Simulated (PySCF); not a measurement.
Consider C$_{4}$H$_{9}$FSSi (SMILES CC[Si]1(F)CSC1).

```xyz
16

C     2.3675   -0.2455    0.3536
C     1.2171    0.6772   -0.0425
Si   -0.4450    0.0617    0.6191
F    -0.2813   -0.2571    2.2031
C    -2.0267    1.0767    0.3097
S    -2.8294   -0.2938   -0.6213
C    -1.3730   -1.3611   -0.2474
H     2.4242   -0.3366    1.4346
H     2.2282   -1.2398   -0.0631
H     3.3147    0.1487   -0.0085
H     1.1898    0.7756   -1.1278
H     1.4109    1.6745    0.3553
H    -1.9544    1.9595   -0.3177
H    -2.6145    1.3168    1.1912
H    -0.9594   -1.7580   -1.1698
H    -1.6764   -2.1896    0.3876
```

Geometry: GFN2-xTB.

All numbers below come from PBE0/pcSseg-1, SCF density, gas phase, non-relativistic in PySCF 2.14.0.

Predict the electron density and electron localisation function between the atoms.

Answer. C–C (1.53 Å): the density is about 1.6 e/Å³ at the midpoint; the ELF peaks at about 0.95 between the atoms; a covalent bond.
C–Si (1.89 Å): ρ at the midpoint is about 0.96 e/Å³; the ELF peaks at about 0.95 between the atoms (a shared electron pair).
C–H (1.09 Å): ρ at the midpoint is about 2 e/Å³; the ELF climbs to about 1 towards the hydrogen, as it does in any bond to H: a covalent bond by its length.

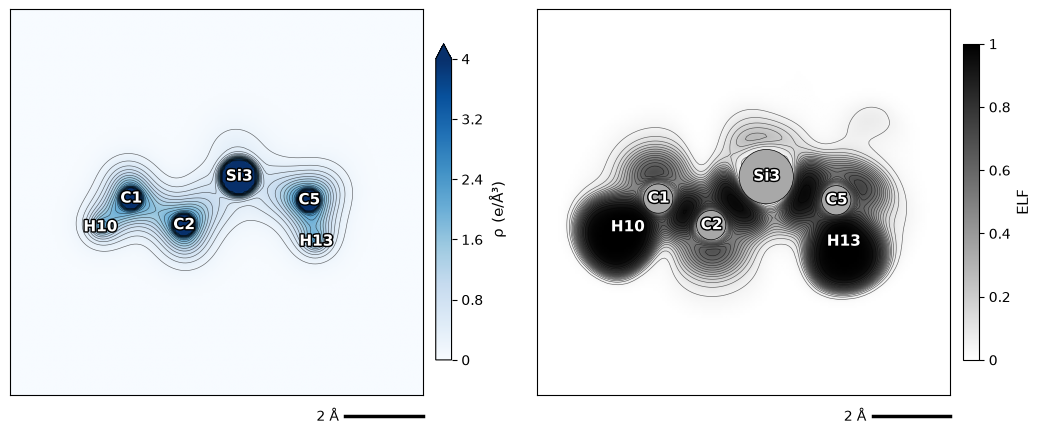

Computed electron density and electron localisation function on the plane of atoms C2, Si3 and C5, in this order. Grey discs cover the atomic cores in the ELF map. 
